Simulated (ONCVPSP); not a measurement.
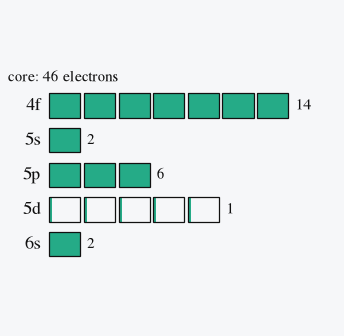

*The valence shells of the reference configuration: a box for each of the 2l + 1 orbitals, shaded by the share of the shell that is filled, with the electron count at the right.*

**Pseudopotential generation, with input and output: Lu**

System: lutetium (Lu, Z = 71), core [Kr] 4d10, reference valence 4f14 5s2 5p6 5d1 6s2, valence charge 25.
Method: ONCV potential, PBE, scalar-relativistic, made with ONCVPSP 4.0.1.

Input:
```
# ATOM AND REFERENCE CONFIGURATION
# atsym  z   nc   nv     iexc    psfile
  Lu 71.00    9    5        4      upf
#
#   n    l    f
    1    0    2.00
    2    0    2.00
    2    1    6.00
    3    0    2.00
    3    1    6.00
    3    2   10.00
    4    0    2.00
    4    1    6.00
    4    2   10.00
    4    3   14.00
    5    0    2.00
    5    1    6.00
    5    2    1.00
    6    0    2.00
#
# PSEUDOPOTENTIAL AND OPTIMIZATION
# lmax
    3
#
#   l,   rc,      ep,       ncon, nbas, qcut
    0    2.20    0.00    3    6    6.90
    1    2.15    0.00    5   10    5.90
    2    2.45    0.00    4    7    4.50
    3    0.60    0.00    4    7   20.40
#
# LOCAL POTENTIAL
# lloc, lpopt,  rc(5),   dvloc0
    4    5    0.45    1.00
#
# VANDERBILT-KLEINMAN-BYLANDER PROJECTORs
# l, nproj, debl
    0    2    3.70
    1    2    2.50
    2    2    3.30
    3    1    3.10
#
# MODEL CORE CHARGE
# icmod, fcfact, rcfact
    0    0.00    0.00
#
# LOG DERIVATIVE ANALYSIS
# epsh1, epsh2, depsh
   -4.00    5.00    0.02
#
# OUTPUT GRID
# rlmax, drl
    6.00    0.01
#
# TEST CONFIGURATIONS
# ncnf
    4
# nvcnf
#   n    l    f
    5
    4    3   14.00
    5    0    2.00
    5    1    6.00
    5    2    1.00
    6    0    1.00
#
    5
    4    3   14.00
    5    0    2.00
    5    1    6.00
    5    2    1.00
    6    0    0.00
#
    5
    4    3   14.00
    5    0    2.00
    5    1    6.00
    5    2    0.00
    6    0    0.00
#
    6
    4    3   14.00
    5    0    2.00
    5    1    6.00
    5    2    1.00
    6    0    1.00
    6    1    1.00
#
```

Hardware: 1 CPU thread, shared host.

Command:
```bash
oncvpsp.x < Lu.dat > Lu.out
```

Log (extracts):
```
ONCVPSP  (Optimized Norm-Conservinng Vanderbilt PSeudopotential)
scalar-relativistic version 4.0.1

#   n    l    f        energy (Ha)
    1    0    2.00    -2.3242682E+03
    2    0    2.00    -3.9564222E+02
    2    1    6.00    -3.4802735E+02
    3    0    2.00    -8.9661796E+01
    3    1    6.00    -7.5375776E+01
    3    2   10.00    -5.8237787E+01
    4    0    2.00    -1.7849423E+01
    4    1    6.00    -1.3162819E+01
    4    2   10.00    -7.0527453E+00
    4    3   14.00    -3.5366993E-01
    5    0    2.00    -2.2438844E+00
    5    1    6.00    -1.1635432E+00
    5    2    1.00    -6.4294425E-02
    6    0    2.00    -1.7122821E-01

Reference configufation results
  iterations    40
  all-electron total energy (Ha)   -1.45633443D+04

Begin loop to  construct optimized pseudo wave functions
and semi-local pseudopoentials for all angular momenta

Calculating optimized projector #   1

 for l=   0

    Fraction of norm inside rc  0.983562
    Optimizing pswf for qcut=   6.89 a_B^-1,  ecut=  23.75 Ha
    Residual kinetic energy error=  7.53D-08 Ha

    Energy error per electron        Cutoff
         Ha          eV             Ha
         0.01000     0.27211        4.51
         0.00100     0.02721       11.56
         0.00010     0.00272       14.66
         0.00001     0.00027       16.93

Calculating optimized projector #   2

 for l=   0

    Fraction of norm inside rc  0.102577
    Optimizing pswf for qcut=   6.89 a_B^-1,  ecut=  23.75 Ha
    Residual kinetic energy error=  9.54D-09 Ha

    Energy error per electron        Cutoff
         Ha          eV             Ha
         0.01000     0.27211        3.50
         0.00100     0.02721       10.94
         0.00010     0.00272       14.82
         0.00001     0.00027       17.77

   Wellstate for l =  1  n =  7
     eigenvalue =   1.3365
     asymptotic potential =   1.8365
     half-point radius =  4.1674

Calculating optimized projector #   1

 for l=   1

    Fraction of norm inside rc  0.923027
    Optimizing pswf for qcut=   5.89 a_B^-1,  ecut=  17.36 Ha
    Residual kinetic energy error=  5.06D-06 Ha

    Energy error per electron        Cutoff
         Ha          eV             Ha
         0.01000     0.27211        7.13
         0.00100     0.02721        9.15
         0.00010     0.00272       10.96
         0.00001     0.00027       15.10

Calculating optimized projector #   2

 for l=   1

    Fraction of norm inside rc  0.152086
    Optimizing pswf for qcut=   5.89 a_B^-1,  ecut=  17.36 Ha
    Residual kinetic energy error=  3.40D-05 Ha

    Energy error per electron        Cutoff
         Ha          eV             Ha
         0.01000     0.27211        6.74
         0.00100     0.02721        9.00
         0.00010     0.00272       15.02
         0.00001     0.00027       35.26

   Wellstate for l =  2  n =  8
     eigenvalue =   3.2357
     asymptotic potential =   3.7357
     half-point radius =  4.4089

Calculating optimized projector #   1

 for l=   2

    Fraction of norm inside rc  0.464717
    Optimizing pswf for qcut=   4.50 a_B^-1,  ecut=  10.11 Ha
    Residual kinetic energy error=  2.80D-04 Ha

    Energy error per electron        Cutoff
         Ha          eV             Ha
         0.01000     0.27211        6.65
         0.00100     0.02721        8.91
         0.00010     0.00272       15.24
         0.00001     0.00027       28.07

Calculating optimized projector #   2

 for l=   2

    Fraction of norm inside rc  0.180601
    Optimizing pswf for qcut=   4.50 a_B^-1,  ecut=  10.11 Ha
    Residual kinetic energy error=  8.74D-03 Ha

    Energy error per electron        Cutoff
         Ha          eV             Ha
         0.01000     0.27211        9.91
         0.00100     0.02721       19.04
         0.00010     0.00272       35.36
         0.00001     0.00027       40.41

Calculating optimized projector #   1

 for l=   3

    Fraction of norm inside rc  0.472117
    Optimizing pswf for qcut=  20.43 a_B^-1,  ecut= 208.70 Ha
    Residual kinetic energy error=  2.77D-02 Ha

    Energy error per electron        Cutoff
         Ha          eV             Ha
         0.01000     0.27211      314.59
         0.00100     0.02721      548.75
         0.00010     0.00272      728.84

Construct Vanderbilt / Kleinmman-Bylander projectors

B matrix Hermiticity error, ll=   0
   1   2    2.0837E-04

  Orthonormal projector coefficients  4.4124E+01  1.5007E+00

B matrix Hermiticity error, ll=   1
   1   2   -2.8453E-04

  Orthonormal projector coefficients  2.5797E+01  9.6382E-01

B matrix Hermiticity error, ll=   2
   1   2    1.3558E-04

  Orthonormal projector coefficients  7.3246E+00 -5.8979E+00

Pseudoatom total energy -275.341802

Diagnostic tests using Vanderbilt-Kleinman-Bylander pseudopotentials
  1 or more projectors used as specified by nproj input data

   l    rcore       rmatch      e in        delta e   norm test  slope test

   0   2.2000922   2.2668917  -2.2438844   0.0000041   1.0003180   1.0003029
   0   2.2000922   2.2668917  -0.1712282   0.0000017   1.0000217   1.0000081

   1   2.1609610   2.2265725  -1.1635432  -0.0000001   1.0001077   1.0001092
   1   2.1609610   2.2265725   1.3364568   0.0000233   1.0001766   1.0001766

   2   2.4502169   2.5246108  -0.0642944   0.0000002   1.0000179   1.0000129
   2   2.4502169   2.5246108   3.2357056   0.0000256   1.0000938   1.0000938

   3   0.6007296   0.6189691  -0.3536699   0.0009448   1.0001356   0.9997816

 Testing for bound ghosts
   n   l    E NL Schr. Eq   E Basis Diag.   E Cutoff

       0                      -54.835102     26.79  WARNING - GHOST(-)
       0                       -3.112887     26.79  WARNING - GHOST(-)
   1   0       -2.243880       -2.243806     26.79
   2   0       -0.171227       -0.153437     26.79

       1                      -29.017756    107.42  WARNING - GHOST(-)
   2   1       -1.163543       -1.163534    107.42

       2                      -15.582790     42.88  WARNING - GHOST(-)
   3   2       -0.064294       -0.058757     42.88

   4   3       -0.352725       -0.259017    596.02

 Testing for highly-localized positive-energy ghosts
       l    <radius>/rc     E Basis Diag.   E Cutoff

Test configuration 0

   n   l     f        eae           eps        diff
   1   0  2.0000-2324.26820613
   2   0  2.0000 -395.64221708
   2   1  6.0000 -348.02734846
   3   0  2.0000  -89.66179606
   3   1  6.0000  -75.37577554
   3   2 10.0000  -58.23778677
   4   0  2.0000  -17.84942303
   4   1  6.0000  -13.16281919
   4   2 10.0000   -7.05274527
   4   3 14.0000   -0.35366993   -0.35272509    9.45D-04
   5   0  2.0000   -2.24388440   -2.24388030    4.10D-06
   5   1  6.0000   -1.16354316   -1.16354328   -1.21D-07
   5   2  1.0000   -0.06429442   -0.06429425    1.77D-07
   6   0  2.0000   -0.17122821   -0.17122655    1.66D-06

    Total energies and differences
      AE_ref= -1.45633443D+04  AE_tst= -1.45633443D+04  dif=  0.00D+00
      PS_ref= -2.75341802D+02  PS_tst= -2.75341802D+02  dif=  7.45D-12
      PSP excitation error= -7.45D-12

Test configuration 1

   n   l     f        eae           eps        diff
   1   0  2.0000-2324.51635311
   2   0  2.0000 -395.88900639
   2   1  6.0000 -348.27421229
   3   0  2.0000  -89.90819034
   3   1  6.0000  -75.62217856
   3   2 10.0000  -58.48417305
   4   0  2.0000  -18.09594391
   4   1  6.0000  -13.40936529
   4   2 10.0000   -7.29926503
   4   3 14.0000   -0.60010037   -0.60041627   -3.16D-04
   5   0  2.0000   -2.49061525   -2.49093311   -3.18D-04
   5   1  6.0000   -1.41031480   -1.41027579    3.90D-05
   5   2  1.0000   -0.28920603   -0.28913990    6.61D-05
   6   0  1.0000   -0.37522948   -0.37524804   -1.86D-05

    Total energies and differences
      AE_ref= -1.45633443D+04  AE_tst= -1.45630736D+04  dif=  2.71D-01
      PS_ref= -2.75341802D+02  PS_tst= -2.75071015D+02  dif=  2.71D-01
      PSP excitation error= -7.80D-05

Test configuration 2

   n   l     f        eae           eps        diff
   1   0  2.0000-2324.81237825
   2   0  2.0000 -396.18303970
   2   1  6.0000 -348.56837581
   3   0  2.0000  -90.20111884
   3   1  6.0000  -75.91512588
   3   2 10.0000  -58.77716856
   4   0  2.0000  -18.38923957
   4   1  6.0000  -13.70277486
   4   2 10.0000   -7.59274822
   4   3 14.0000   -0.89339711   -0.89518519   -1.79D-03
   5   0  2.0000   -2.78461510   -2.78514815   -5.33D-04
   5   1  6.0000   -1.70270275   -1.70257732    1.25D-04
   5   2  1.0000   -0.55354634   -0.55336358    1.83D-04

    Total energies and differences
      AE_ref= -1.45633443D+04  AE_tst= -1.45625856D+04  dif=  7.59D-01
      PS_ref= -2.75341802D+02  PS_tst= -2.74582835D+02  dif=  7.59D-01
      PSP excitation error= -2.64D-04

Test configuration 3

psatom: WARNING lschvkbb convergence error n,l,iter=   3   2   3
ea(ii),et,emin,emax -6.429425E-02 -7.072367E-02 -7.072367E-02 -7.072367E-02
run_config: WARNING for fully non-local PS atom, stg. 1
 WARNING no output for configuration 4

Test configuration 4

   n   l     f        eae           eps        diff
   1   0  2.0000-2324.32215671
   2   0  2.0000 -395.69552332
   2   1  6.0000 -348.08066264
   3   0  2.0000  -89.71490976
   3   1  6.0000  -75.42889021
   3   2 10.0000  -58.29090523
   4   0  2.0000  -17.90271175
   4   1  6.0000  -13.21613482
   4   2 10.0000   -7.10606703
   4   3 14.0000   -0.40699771   -0.40700091   -3.21D-06
   5   0  2.0000   -2.29781486   -2.29783480   -1.99D-05
   5   1  6.0000   -1.21709715   -1.21691223    1.85D-04
   5   2  1.0000   -0.10452244   -0.10444867    7.38D-05
   6   0  1.0000   -0.20226308   -0.20226787   -4.80D-06
   6   1  1.0000   -0.07282801   -0.07284168   -1.37D-05

    Total energies and differences
      AE_ref= -1.45633443D+04  AE_tst= -1.45632186D+04  dif=  1.26D-01
      PS_ref= -2.75341802D+02  PS_tst= -2.75216115D+02  dif=  1.26D-01
      PSP excitation error= -1.30D-05
```

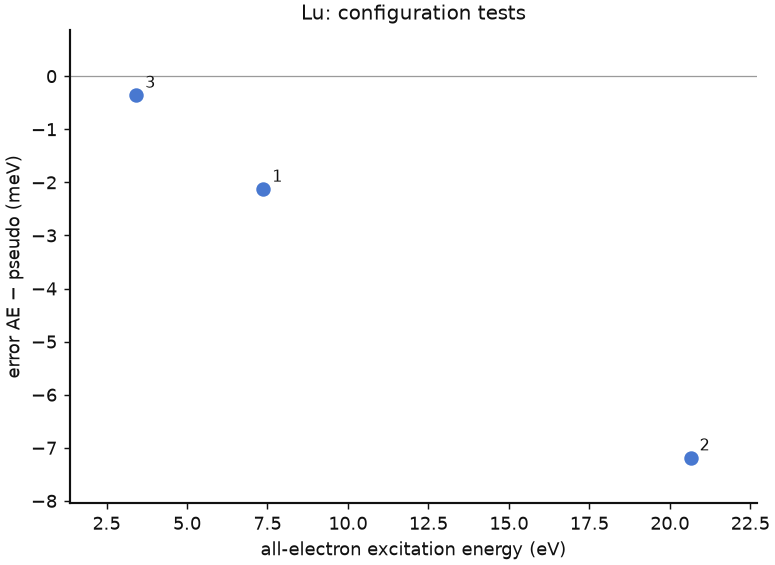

*Errors, all-electron minus pseudo, of the energies of valence configurations relative to the unpolarised reference 4f14 5s2 5p6 5d1 6s2. Points: 1 = 4f14 5s2 5p6 5d1 6s1; 2 = 4f14 5s2 5p6 5d1 6s0; 3 = 4f14 5s2 5p6 5d1 6s1 6p1. Not all tests gave a result: 1 of 4 tests not solved.*

- Worst configuration: 4f14 5s2 5p6 5d1 6s0 (charge +2): the error is -7.2 meV on an all-electron energy of +20.65 eV relative to the reference, or 0.035 %.
- Configurations within 10 meV and within 50 meV: 3 and 3 of 3.
- Errors in meV: 4f14 5s2 5p6 5d1 6s1: -2.1; 4f14 5s2 5p6 5d1 6s0: -7.2; 4f14 5s2 5p6 5d1 6s1 6p1: -0.4. The potential isn't sound: its ghost test gives GHOST(-) flagged for s at -1492.1 eV, s at -84.7 eV, p at -789.6 eV, d at -424.0 eV; no localised positive-energy state flagged.

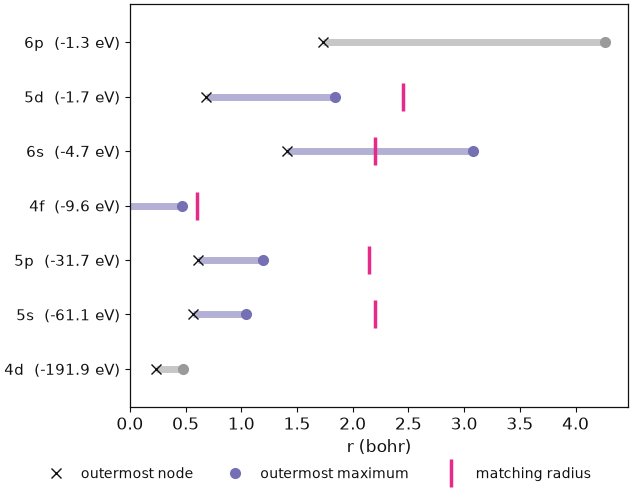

*Outer shells of the all-electron reference atom: each bar runs from the outermost node (or the nucleus) to the outermost maximum of u(r); the tick is the radius chosen for the pseudo-wave. Shells without a tick have no pseudo-wave of their own. Levels, nodes and maxima are from ld1.x, scalar-relativistic.*

- Radii against the shells: 5s: 2.20 bohr, outside the maximum; 5p: 2.15 bohr, outside the maximum; 4f: 0.60 bohr, outside the maximum; 6s: 2.20 bohr, between node and maximum; 5d: 2.45 bohr, outside the maximum.

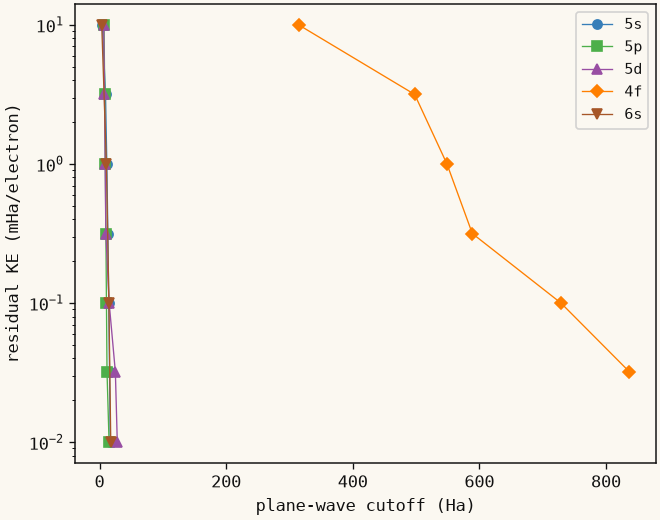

*Residual kinetic energy of the pseudo-waves (the first of each channel, and further valence shells) beyond the plane-wave cutoff, as the generator prints it.*

- Cutoffs for the occupied states: 549 Ha for 1 mHa and 729 Ha for 0.1 mHa per electron. The first is set by 4f.
- Hardest wave at 1 mHa per electron: 4f, with rc = 0.60 bohr and qcut = 20.4 1/bohr. The optimisation minimises, but can't always remove, the kinetic energy above qcut²/2 = 208.1 Ha, and a larger rc would as a rule soften the wave at some cost in transferability.
- Cutoffs for 1 mHa per electron: 4f: 549 Ha; 5s: 12 Ha; 6s: 11 Ha; 5p: 9.1 Ha; 5d: 8.9 Ha.

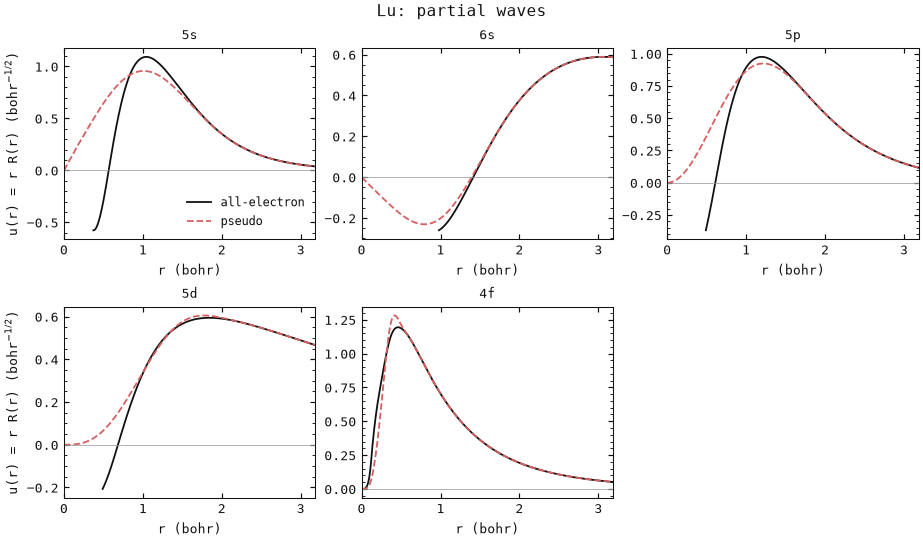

*Pseudo-waves (dashed) against the all-electron radial functions (solid). The innermost oscillations of some all-electron curves aren't drawn. Reference configuration 4f14 5s2 5p6 5d1 6s2.*

- Matching radii: 5s at 2.20 bohr; 6s at 2.20 bohr; 5p at 2.15 bohr; 5d at 2.45 bohr; 4f at 0.60 bohr. The curves merge smoothly, so the plot gives these only roughly.
- Nodes of the pseudo-waves: 5s has no node; 6s has a node at about 1.4 bohr; 5p has no node; 5d has no node; 4f has no node. A node in 6s is expected, since a lower shell of the same l is also in the valence and the two must stay orthogonal.
- Cutoffs needed: 549 Ha (loose) and 729 Ha (tight), as the cutoffs at which the residual kinetic energy of the hardest occupied pseudo-wave falls to 1 and 0.1 mHa per electron.

Summary:

- outcome: generated, with a ghost state
- cutoffs needed: 549 Ha and 729 Ha (the cutoffs at which the residual kinetic energy of the hardest occupied pseudo-wave falls to 1 and 0.1 mHa per electron)
- ghost test: GHOST(-) flagged for s at -1492.1 eV, s at -84.7 eV, p at -789.6 eV, d at -424.0 eV; no localised positive-energy state flagged
- configuration tests: 1 of 4 tests not solved
- largest excitation error among the tests solved: -7.2 meV (all-electron minus pseudo) for 4f14 5s2 5p6 5d1 6s0
- range over which the phases arctan(r R′/R) at the test radius agree within 0.05 rad (a looser test near the poles than one of phase shifts): p: over the whole range computed; d: over the whole range computed; f: over the whole range computed; s: not judged, the stored energies step over a narrow level
- wall time: 7.3 s

Notes:

The potential has a bound ghost state, so it can't be used as it stands. Warnings of the program, in the generation or the tests: psatom: WARNING lschvkbb convergence error n,l,iter= 3 2 3.
